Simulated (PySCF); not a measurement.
# C$_{8}$H$_{7}$N, SMILES `c1ccn2cccc2c1`: electronic structure

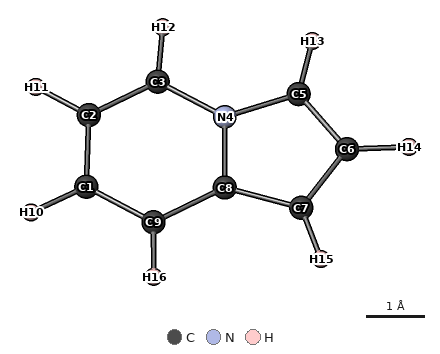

The molecule, with its atoms numbered as below. No frequency check shows the geometry to be a minimum.

Cartesian coordinates (Å):

```
C1       2.1208    0.6923    0.0000
C2       2.0768   -0.7225    0.0000
C3       0.8836   -1.3697    0.0000
N4      -0.2767   -0.6631    0.0000
C5      -1.5560   -1.0992    0.0000
C6      -2.3913   -0.0021    0.0000
C7      -1.5994    1.1475    0.0000
C8      -0.2754    0.7338    0.0000
C9       0.9591    1.4063    0.0000
H10      3.0774    1.1905    0.0000
H11      2.9937   -1.2892    0.0000
H12      0.7944   -2.4461    0.0000
H13     -1.7920   -2.1455    0.0000
H14     -3.4637   -0.0352    0.0000
H15     -1.9390    2.1638    0.0000
H16      0.9566    2.4851    0.0000
```

Part 1: Bonding charge

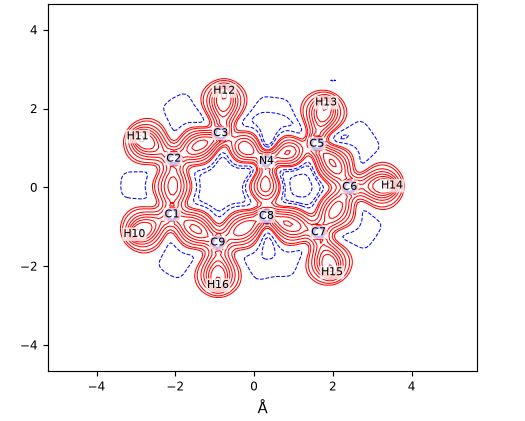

Deformation density (molecule less spherical, spin-averaged free atoms) in the molecular plane; contours at ±0.05 to ±0.8 e/Å³; solid red lines: gain, dashed blue lines: loss.

PySCF calculation, BLYP/def2-SVP, gas phase; geometry: GFN2-xTB.

Q: Describe the bonding that the map shows.

A: The five largest and four smallest: C3–H12: +0.71 e/Å³ at the bond critical point (bond length 1.08 Å, Mayer order 1.0). C5–H13: +0.69 e/Å³ at the bond critical point (bond length 1.07 Å, Mayer order 1.0). C9–H16: +0.69 e/Å³ at the bond critical point (bond length 1.08 Å, Mayer order 1.0). C6–H14: +0.68 e/Å³ at the bond critical point (bond length 1.07 Å, Mayer order 1.0). C2–H11: +0.68 e/Å³ at the bond critical point (bond length 1.08 Å, Mayer order 1.0). C1–C2: +0.56 e/Å³ at the bond critical point (bond length 1.42 Å, Mayer order 1.2). C3–N4: +0.33 e/Å³ at the bond critical point (bond length 1.36 Å, Mayer order 1.2). N4–C5: +0.29 e/Å³ at the bond critical point (bond length 1.35 Å, Mayer order 1.2). N4–C8: +0.28 e/Å³ at the bond critical point (bond length 1.40 Å, Mayer order 1.1). In all, 3.5 electrons gather in the regions of gain relative to the promolecule.

Part 2: Bond critical points

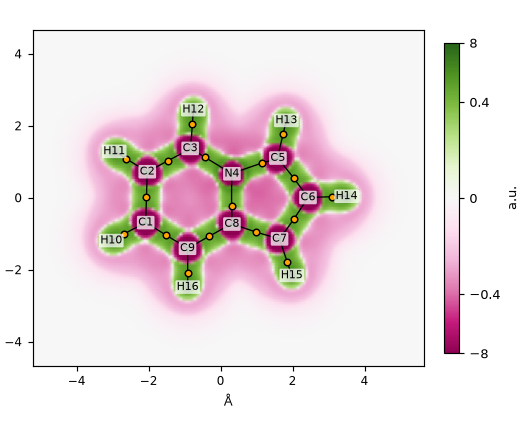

Negative Laplacian of the density (−∇²ρ) in the molecular plane (green positive, pink negative, colour scale in a.u., logarithmic beyond ±0.04), with bond paths and bond critical points (dots).

Q: Sort the bonds in the plane by the sign of ∇²ρ at their critical points.

A: Concentrated (∇²ρ < 0): C2–C3 (−0.84 a.u.); C1–C9 (−0.82 a.u.); C5–C6 (−0.77 a.u.); C3–N4 (−0.72 a.u.); N4–C5 (−0.50 a.u.); C7–C8 (−0.76 a.u.); C6–C7 (−0.72 a.u.); C8–C9 (−0.74 a.u.); C1–C2 (−0.71 a.u.); N4–C8 (−0.74 a.u.); C5–H13 (−1.08 a.u.); C3–H12 (−1.09 a.u.); C6–H14 (−1.08 a.u.); C7–H15 (−1.06 a.u.); C9–H16 (−1.07 a.u.); C2–H11 (−1.06 a.u.); C1–H10 (−1.05 a.u.). At none is it depleted.

Q: Where along N4–C5 does the critical point lie?

A: 0.89 Å from N4 and 0.46 Å from C5.

Part 3: Local ionisation energy

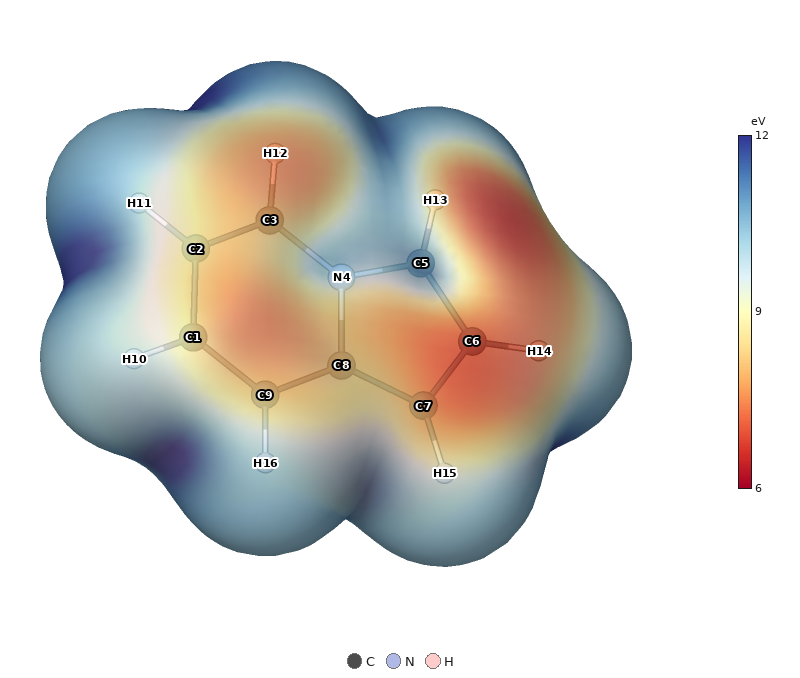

Average local ionisation energy on the surface of electron density 0.001 a.u.

Q: Locate the minima of the map.

A: The lowest value is 6.7 eV, off the molecular plane, over C5 (2.0 Å), and at like points elsewhere. Further minima include 7.4 eV, off the molecular plane, over C1 (2.1 Å), and at like points elsewhere. For comparison, the highest occupied orbital lies at −4.3 eV.

Part 4: Removing or adding an electron

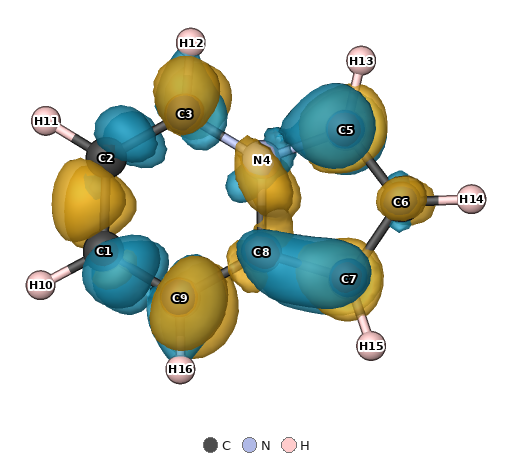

Dual descriptor f⁺ − f⁻ at ±0.02 e/Å³ (yellow positive, teal negative).

Level of theory: PBE0/def2-SVP (PySCF), at a geometry from GFN2-xTB.

Q: Which atoms come out as electrophilic, and which as nucleophilic?

A: Electrophilic (positive): C9 (+0.07) and C3 (+0.05). Nucleophilic (negative): C5 (−0.08) and C7 (−0.07). f⁻ (Hirshfeld-condensed) is largest on C7 (0.13), C5 (0.13) and C1 (0.10); the vertical ionisation energy is 7.22 eV (the stability of the cation's solution wasn't checked). f⁺ (Hirshfeld-condensed) is largest on C9 (0.13), C3 (0.13) and C1 (0.09); the vertical electron affinity is −1.14 eV (the stability of the anion's solution wasn't checked; negative, but this basis has no diffuse functions, so it doesn't show that the anion is unbound).
